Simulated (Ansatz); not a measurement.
# Is the response still linear at 0.3 V/Å? 1T-VClI 3 layers, AA

The dipole of a slab grows in proportion to a weak field along its normal. Does the weak-field slope carry to a strong field?

Set-up. Ansatz 0.2.0, plane waves with PAW datasets (its set soft_2), PBE-D3(BJ); atoms held at their relaxed places, 18 Å of vacuum, dipole correction, cell area 12.76 Å², spin-polarised, 12×12 k-points, smearing 0.05 eV. Without field the slab has a gap of 0.33 eV.

```
  run  field (V/Å)  dipole (e·Å)
run 1        −0.05      −0.15515
run 2         0.00      −0.09873
run 3         0.05      −0.04165
run 4         0.10       0.01589
run 5         0.30             ?
```

**Question.** What value belongs in the row marked “?”, and how far can the other rows tell?

A least-squares line through the 4 rows shown has slope 1.140400 and intercept −0.098420; no row lies more than 0.00031 e·Å off it. A perfect conductor with that slope would be 180.95 × 1.14040 / 12.76 = 16.17 Å thick. At 0.30 it gives 1.140400 × 0.30 + (−0.098420) = 0.24370 e·Å, beyond the rows fitted. Rounding and scatter of the rows alone allow about ±0.00114 e·Å there.

The run itself gives 0.24854 e·Å: a miss of +0.00484 e·Å. That is 1.4 % of the induced dipole, a small departure from the straight line; meanwhile the gap has gone from 0.33 eV to 0.21 eV.

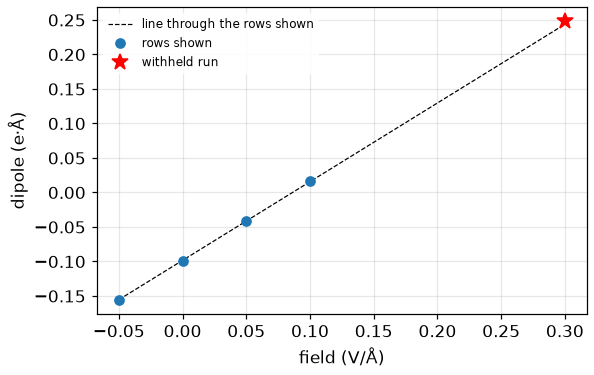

The fit and the withheld run.

Caveats: Ions are held, so this is the electronic response. Of the series that stay linear within 1 %, this collection keeps about one in seven, and it keeps all that bend. With a small gap or none the response hangs on mesh and smearing, which were not varied here. Spin-orbit coupling is left out, which changes the bands of elements this heavy.

[Logs are printed without paths, hosts, clocks, repeated set-up lines and the standing remarks that a program may print on its own settings, such as how far it seeks lower states.]
